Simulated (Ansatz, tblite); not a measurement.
**The cluster HW₂: which spin state is lowest, part 1 of 2**

Aim: set other spin states of the cluster HW₂ against its doublet, on many levels of theory.

Program: Ansatz 0.2.0, Gaussian basis. Level of theory: as each input shows. These are calculated values, not measurements.

The runs, in order: quartet, relaxed (GFN1-xTB, GFN2-xTB, PBE0-D4/def2-TZVP, PBE-D4/def2-TZVP, r2SCAN-D4/def2-TZVP, B2PLYP/def2-TZVP, PBE-QIDH/def2-TZVP, LC-ωPBE/def2-TZVP, B3LYP-D4/def2-TZVP, revPBE-D4/def2-TZVP, CCSD(T)/def2-TZVPP, MP2/def2-TZVP, RPA/def2-TZVP); the doublet's energies come from earlier runs.

### 1 The relaxed structure

The doublet was relaxed beforehand with PBE-D4/def2-TZVP. At that level it is the lowest of the isomers that a small search found.

3 atoms, charge 0, spin multiplicity 2.

Atoms are counted from 1 here; the program's logs count them from 0.

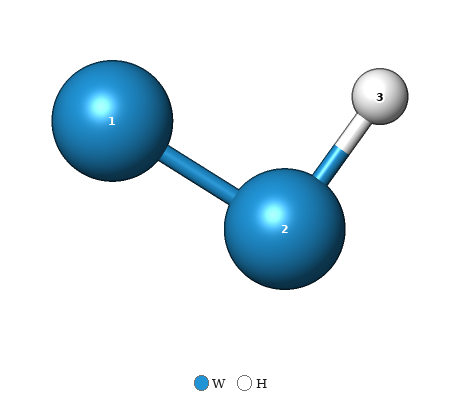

The structure; tungsten blue, hydrogen white; atoms are numbered from 1 in the order of the file.

W takes a core potential in the def2 sets. No spin-orbit coupling is included.

### 2 Relaxing the quartet

Input file in.yaml:

```yaml
crystal:
  periodic: [false, false, false]
  atoms:
    - {symbol: W, position_ang: [1.016365, 0.927008, -0.761785]}
    - {symbol: W, position_ang: [-0.217122, -0.780496, -0.362815]}
    - {symbol: H, position_ang: [-0.799244, -0.146502, 1.124610]}
basis:
  gaussian: {orbitals: def2-TZVP}
magnetization: {spin_polarized: true, initial_magnetization: 3}
hamiltonian: {xc: pbe, dispersion: d4}
scf: {omitted_lower_state_checks: [starts]}
output: {orbitals: {seedname: orbitals}}
relax: {f_tol: 0.02, max_steps: 100}
```

The run is started by

```sh
$ ansatz run in.yaml --threads 4 --pin off --events-out ev --progress --plain --max-ram 3916MiB
```

The log of the run, cut to the lines that bear on the results:

```text
Functional definition: PBE
  name "PBE"
  cite "Perdew, Burke & Ernzerhof, Phys. Rev. Lett. 77, 3865 (1996) doi:10.1103/PhysRevLett.77.3865"
  parent pbe
[...]
692 factors; their error is unknown
[...]
mean field -3664.82569176 eV, -134.6798600641 hartree, gradient 2.5e-6 eV, S^2 3.762748; 0 other end points of the search recorded, 0 dependent functions left out
[...]
reference -3664.82572704 eV, -134.6798613606 hartree; 16, 13 occupied and 70, 73 virtual orbitals, 692 factors
relax step   1: F+E_penalty+E_count = -3664.90983976 eV  Δ(F+E_penalty+E_count) = +0.000e0 eV  max|allowed force component| = 7.378e-1 eV/Å  Δτ_max = 0.0000 Å  (106 SCF iters, accepted)
[...]
relax step   2: F+E_penalty+E_count = -3664.91504351 eV  Δ(F+E_penalty+E_count) = -5.204e-3 eV  max|allowed force component| = 5.613e-1 eV/Å  Δτ_max = 0.0471 Å  (124 SCF iters, accepted)
[...]
relax step   3: F+E_penalty+E_count = -3664.92320074 eV  Δ(F+E_penalty+E_count) = -8.157e-3 eV  max|allowed force component| = 1.555e-2 eV/Å  Δτ_max = 0.0161 Å  (65 SCF iters, accepted)
[...]
692 factors; their error is unknown
mean field -3664.83933363 eV, -134.6803613934 hartree, gradient 5.7e-6 eV, S^2 3.763451; 0 other end points of the search recorded, 0 dependent functions left out
[...]
reference -3664.83936907 eV, -134.6803626958 hartree; 16, 13 occupied and 70, 73 virtual orbitals, 692 factors
Total energy: -3664.92323618 eV, -134.6834447554 hartree
Atom 0 at     1.036505     0.939458    -0.782222 Å, force    -0.007282    -0.008443     0.003833 eV/Å
Atom 1 at    -0.221618    -0.776280    -0.351941 Å, force     0.010823     0.001629    -0.015548 eV/Å
Atom 2 at    -0.814889    -0.163169     1.134173 Å, force    -0.003541     0.006814     0.011715 eV/Å
Dipole moment:     0.090455    -0.079764    -0.184857 e Å
Checks for a lower state left out: starts
```

Wall time 13 s (4 threads of Arm Neoverse V1, shared host).

Step by step:

| step | energy from step 1 (eV) | largest force component (eV/Å) |
| --- | --- | --- |
| 1 | 0.0000 | 0.7378 |
| 2 | -0.0052 | 0.5613 |
| 3 | -0.0134 | 0.0155 |

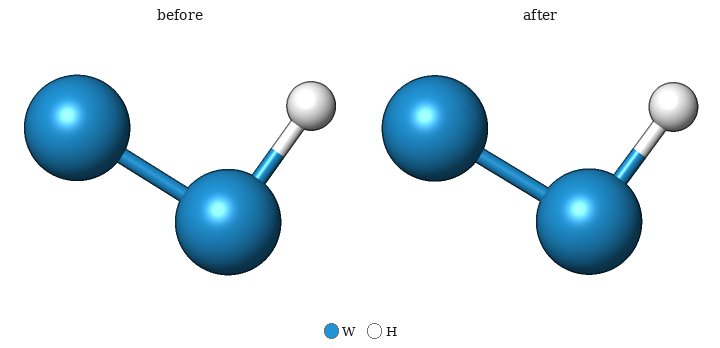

Before and after, at one scale.

Distances of close pairs at the start and the end, largest changes first:

| bond | before (Å) | after (Å) | change (Å) |
| --- | --- | --- | --- |
| W1–W2 | 2.144 | 2.171 | +0.027 |
| W2–H3 | 1.719 | 1.714 | -0.005 |

### 3 Quartet, GFN1-xTB

Tight binding, by tblite at 300 K electronic temperature and without a spin-polarisation term:

```python
tblite.interface.Calculator('GFN1-xTB', numbers, positions, charge=0, uhf=3).singlepoint()
```

Energy -123.8303 eV; 0.002 s.

### 4 Quartet, GFN2-xTB

Tight binding, by tblite at 300 K electronic temperature and without a spin-polarisation term:

```python
tblite.interface.Calculator('GFN2-xTB', numbers, positions, charge=0, uhf=3).singlepoint()
```

Energy -141.4927 eV; 0.004 s.

### 5 Quartet, PBE0-D4/def2-TZVP

start.molden holds the orbitals of an earlier run on this state, given as this run's starting guess.

Input file in.yaml:

```yaml
crystal:
  periodic: [false, false, false]
  atoms:
    - {symbol: W, position_ang: [1.036505, 0.939458, -0.782222]}
    - {symbol: W, position_ang: [-0.221618, -0.776280, -0.351941]}
    - {symbol: H, position_ang: [-0.814889, -0.163169, 1.134173]}
basis:
  gaussian: {orbitals: def2-TZVP, initial_orbitals: start.molden}
magnetization: {spin_polarized: true, initial_magnetization: 3}
hamiltonian: {xc: pbe0, dispersion: d4}
output: {orbitals: {seedname: orbitals}}
```

Launched as before.

The log of the run, cut to the lines that bear on the results:

```text
Functional definition: PBE0
  name "PBE0"
  cite "Adamo & Barone, J. Chem. Phys. 110, 6158 (1999) doi:10.1063/1.478522"
  cite "Perdew, Burke & Ernzerhof, Phys. Rev. Lett. 77, 3865 (1996) doi:10.1103/PhysRevLett.77.3865"
  parent pbe
[...]
844 factors; their error is unknown
[...]
mean field -3661.42438189 eV, -134.5548642318 hartree, gradient 2.1e-5 eV, S^2 4.398048; 20 other end points of the search recorded, 0 dependent functions left out
reference -3661.42440943 eV, -134.5548652439 hartree; 16, 13 occupied and 70, 73 virtual orbitals, 844 factors
Total energy: -3661.49525255 eV, -134.5574686805 hartree
```

Run time: 22 s. Hardware: 4 threads of Arm Neoverse V1, shared host.

From the report: HOMO -4.53 eV, LUMO -2.44 eV (over both spins); ⟨S²⟩ 4.398 (pure: 3.75); the next solution that the search met lies 0.082 eV higher. Doubts: spin contamination.

### 6 Quartet, PBE-D4/def2-TZVP

Changes to in.yaml since step 5:

```diff
@@ -9,3 +9,4 @@
 magnetization: {spin_polarized: true, initial_magnetization: 3}
-hamiltonian: {xc: pbe0, dispersion: d4}
+hamiltonian: {xc: pbe, dispersion: d4}
+scf: {omitted_lower_state_checks: [starts]}
 output: {orbitals: {seedname: orbitals}}
```

Launched as before.

The log of the run:

```text
Functional definition: PBE
  name "PBE"
  cite "Perdew, Burke & Ernzerhof, Phys. Rev. Lett. 77, 3865 (1996) doi:10.1103/PhysRevLett.77.3865"
  parent pbe
  parameter kappa = 0.804
  parameter beta = 0.06672455060314922
  exchange = pbe_x(kappa = kappa, mu = beta*pi^2/3)
  correlation = pbe_c(beta = beta)
these checks for a lower state are left out or cut short: starts
692 factors; their error is unknown
mean field evaluation 1: about -3664.6388 eV, gradient 4.0e0 eV
mean field evaluation 2: about -3664.7975 eV, gradient 4.8e-1 eV
mean field evaluation 4: about -3664.8441 eV, gradient 9.9e-2 eV
mean field evaluation 8: about -3664.8393 eV, gradient 1.8e-2 eV
mean field evaluation 16: about -3664.8393 eV, gradient 8.5e-6 eV
mean field -3664.83933367 eV, -134.6803613949 hartree, gradient 8.5e-6 eV, S^2 3.763450; 0 other end points of the search recorded, 0 dependent functions left out
reference -3664.83936911 eV, -134.6803626975 hartree; 16, 13 occupied and 70, 73 virtual orbitals, 692 factors
Total energy: -3664.92323622 eV, -134.6834447570 hartree
Checks for a lower state left out: starts
```

It took 3.2 s on 4 threads of Arm Neoverse V1, shared host.

Report: HOMO -3.79 eV, LUMO -3.63 eV (over both spins); ⟨S²⟩ 3.763 (pure: 3.75).

### 7 Quartet, r2SCAN-D4/def2-TZVP

Changes to in.yaml since step 6:

```diff
@@ -9,3 +9,3 @@
 magnetization: {spin_polarized: true, initial_magnetization: 3}
-hamiltonian: {xc: pbe, dispersion: d4}
+hamiltonian: {xc: r2scan, dispersion: d4}
 scf: {omitted_lower_state_checks: [starts]}
```

The command is unchanged.

The log of the run:

```text
Functional definition: r2SCAN
  name "r2SCAN"
  cite "Furness, Kaplan, Ning, Perdew & Sun, J. Phys. Chem. Lett. 11, 8208 (2020) doi:10.1021/acs.jpclett.0c02405"
  cite "Furness, Kaplan, Ning, Perdew & Sun, J. Phys. Chem. Lett. 11, 9248 (2020) doi:10.1021/acs.jpclett.0c03077"
  parent r2scan
  parameter k0 = 0.174
  parameter k1 = 0.065
  parameter a1 = 4.9479
  exchange = r2scan_x(k0 = k0, k1 = k1, a1 = a1)
  correlation = r2scan_c
these checks for a lower state are left out or cut short: starts
692 factors; their error is unknown
mean field evaluation 1: about -3664.1824 eV, gradient 2.7e0 eV
mean field evaluation 2: about -3664.2289 eV, gradient 8.8e-2 eV
mean field evaluation 4: about -3664.2233 eV, gradient 5.7e-3 eV
mean field evaluation 8: about -3664.2233 eV, gradient 2.0e-5 eV
mean field -3664.22329305 eV, -134.6577223200 hartree, gradient 1.9e-5 eV, S^2 4.419832; 0 other end points of the search recorded, 0 dependent functions left out
reference -3664.22331210 eV, -134.6577230198 hartree; 16, 13 occupied and 70, 73 virtual orbitals, 692 factors
Total energy: -3664.23793753 eV, -134.6582604944 hartree
Checks for a lower state left out: starts
```

It took 3.8 s on 4 threads of Arm Neoverse V1, shared host.

Report: HOMO -3.86 eV, LUMO -2.98 eV (over both spins); ⟨S²⟩ 4.420 (pure: 3.75). Doubts: spin contamination.

### 8 Quartet, B2PLYP/def2-TZVP

Changes to in.yaml since step 7:

```diff
@@ -9,4 +9,3 @@
 magnetization: {spin_polarized: true, initial_magnetization: 3}
-hamiltonian: {xc: r2scan, dispersion: d4}
+hamiltonian: {xc: {name: B2PLYP}}
 scf: {omitted_lower_state_checks: [starts]}
-output: {orbitals: {seedname: orbitals}}
```

Same command.

The log of the run, cut to the lines that bear on the results:

```text
Functional definition: B2PLYP
  name "B2PLYP"
  cite "Grimme, J. Chem. Phys. 124, 034108 (2006) doi:10.1063/1.2148954"
  cite "Becke, Phys. Rev. A 38, 3098 (1988) doi:10.1103/PhysRevA.38.3098"
  cite "Lee, Yang & Parr, Phys. Rev. B 37, 785 (1988) doi:10.1103/PhysRevB.37.785"
[...]
794 factors; integrals over basis functions are off by at most 9.9e-4 eV
[...]
mean field -3647.20774013 eV, -134.0324122834 hartree, gradient 2.7e-6 eV, S^2 4.762257; 0 other end points of the search recorded, 0 dependent functions left out
reference -3647.20786302 eV, -134.0324167996 hartree; 16, 13 occupied and 70, 73 virtual orbitals, 794 factors
second order -26.10012768 eV of doubles, -0.00000000 eV of singles
Total energy: -3654.25489749 eV, -134.2913905399 hartree
Checks for a lower state left out: starts
```

It took 3.4 s on 4 threads of Arm Neoverse V1, shared host.

⟨S²⟩ 4.762 (pure: 3.75). Doubts: spin contamination.

### 9 Quartet, PBE-QIDH/def2-TZVP

Changes to in.yaml since step 8:

```diff
@@ -9,3 +9,3 @@
 magnetization: {spin_polarized: true, initial_magnetization: 3}
-hamiltonian: {xc: {name: B2PLYP}}
+hamiltonian: {xc: {name: PBE-QIDH}}
 scf: {omitted_lower_state_checks: [starts]}
```

Same command.

The log of the run, cut to the lines that bear on the results:

```text
Functional definition: PBE-QIDH
  name "PBE-QIDH"
  cite "Brémond, Sancho-García, Pérez-Jiménez & Adamo, J. Chem. Phys. 141, 031101 (2014) doi:10.1063/1.4890314"
  cite "Perdew, Burke & Ernzerhof, Phys. Rev. Lett. 77, 3865 (1996) doi:10.1103/PhysRevLett.77.3865"
[...]
794 factors; integrals over basis functions are off by at most 9.9e-4 eV
[...]
mean field -3646.42894496 eV, -134.0037920891 hartree, gradient 3.3e-6 eV, S^2 5.231710; 0 other end points of the search recorded, 0 dependent functions left out
reference -3646.42895645 eV, -134.0037925111 hartree; 16, 13 occupied and 70, 73 virtual orbitals, 794 factors
second order -22.04718197 eV of doubles, -0.00000000 eV of singles
Total energy: -3653.77801710 eV, -134.2738655088 hartree
Checks for a lower state left out: starts
```

Wall time 3.3 s (4 threads of Arm Neoverse V1, shared host).

⟨S²⟩ 5.232 (pure: 3.75). Doubts: spin contamination.

(Continued in part 2 of 2.)
